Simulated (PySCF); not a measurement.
System: C₄H₃F₂ (SMILES C=[C]/C(F)=C\F) (doublet).

Input file:

```
{"job": {"kind": "epr", "basis": "pcH-1"}, "charge": 0, "multiplicity": 2}
C     -1.720504     0.475588    -0.670703
C     -0.603508    -0.053464    -0.314771
C      0.563964    -0.604763     0.063697
F      0.847191    -1.859953    -0.377197
C      1.537953    -0.042915     0.862804
F      1.380611     1.190501     1.360096
H     -2.625758     0.363534    -0.087416
H     -1.822312     1.067556    -1.571460
H      2.455924    -0.530091     1.137010
```

Command:

```sh
OMP_NUM_THREADS=1 python probes_run.py task.json out
```

Geometry: GFN2-xTB.

Level of theory: PySCF, UKS B3LYP, pcH-1 on C F H, non-relativistic, mean-field spin-orbit, GIAO.

Question: What will maps of the electron density, electron localisation function and spin density show?

Answer: C–C (1.29 Å): ρ is about 2.4 e/Å³ halfway; the ELF peaks at about 0.90 between the atoms; a short, multiple covalent bond.
C–F (1.34 Å): ρ is about 2.4 e/Å³ halfway; the ELF peaks at about 0.85 between the atoms; a polar covalent bond.
C–H (1.07 Å): ρ at the midpoint is about 2.1 e/Å³; the ELF climbs to about 1 towards the hydrogen, as it does in any bond to H: an ordinary covalent bond to hydrogen.
C–C (1.35 Å): the density is about 2.2 e/Å³ at the midpoint; the ELF peaks at about 0.95 between the atoms, as expected for localised, covalent bonding.
The unpaired spin (1 electron) lies mostly on C5 (about 0.4), C2 (about 0.4) and F6 (about 0.1), in electrons by Hirshfeld's partition.

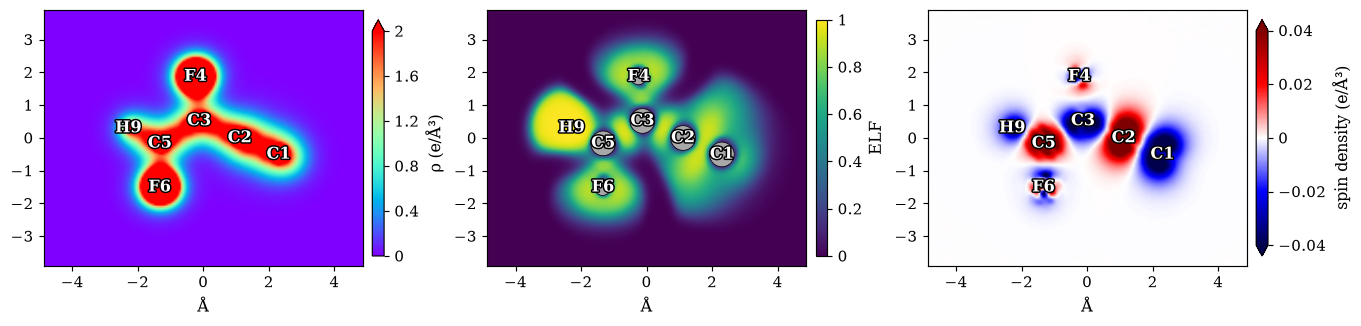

Computed electron density, electron localisation function and spin density on the plane of atoms C3, C5 and H9, in this order. Grey discs cover the atomic cores in the ELF map. 
